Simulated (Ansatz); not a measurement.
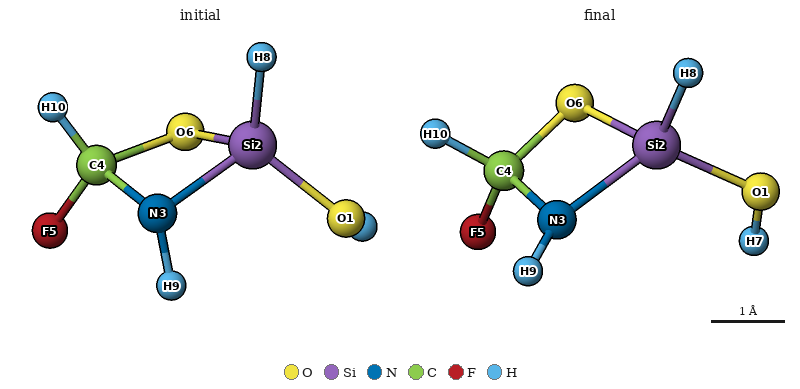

The structure of CH4FNO2Si (coarse preliminary run) before (left) and after (right) a relaxation, at one scale.

Style: ball-and-stick. Shown at a tilt.

The start comes from a force field.

The calculation used Ansatz 0.2.0, RKS PBE-D4/def2-SVP. Set-up: force threshold 0.03 eV/Å; at most 200 steps.

Q: Summarise the run.

A: The largest move after the best rigid fit is that of H9, 1.03 Å. Largest moves by element: H 1.03 Å, O 0.56 Å, F 0.55 Å, C 0.19 Å, N 0.10 Å, Si 0.06 Å. Among the contacts that change: C4–O6 1.509 → 1.416 Å, Si2–N3 1.650 → 1.738 Å, C4–H10 1.035 → 1.116 Å, Si2–O6 1.655 → 1.722 Å. Bond angles that change, for instance: Si2–N3–H9 109.9° → 145.5°, O1–Si2–H8 119.7° → 103.4°, O1–Si2–N3 107.1° → 120.7°. Groups turn about O1–Si2 by about 60°. After 13 accepted moves (14 points after the start) the energy has fallen by 1.777 eV. Largest force component: 4.9 eV/Å at the start, 0.0043 eV/Å at the end. The line search rejected the trial step at point 10 of the run. Cost: 17 s on 4 threads of Arm Neoverse V2, on a shared host.
